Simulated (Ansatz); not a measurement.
Consider ZnSe in the zinc blende structure (space group F-43m, No. 216; a = 5.568 Å).

The change: an isotropic linear strain of +0.50 %, atoms relaxed at fixed cell.

The values are results of LDA (Ansatz, a program for electronic structure; PAW; 420 eV plane waves; scalar-relativistic without spin-orbit coupling), not measurements.

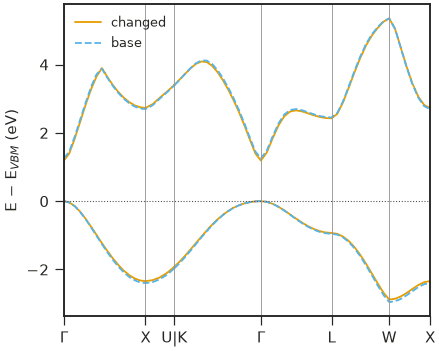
Highest valence and lowest conduction band along the path, each from its own valence-band maximum

Q: Read the changed gap and its character from the plot.

A: About 1.2 eV, direct at Γ.

Stability against distortions was not tested.
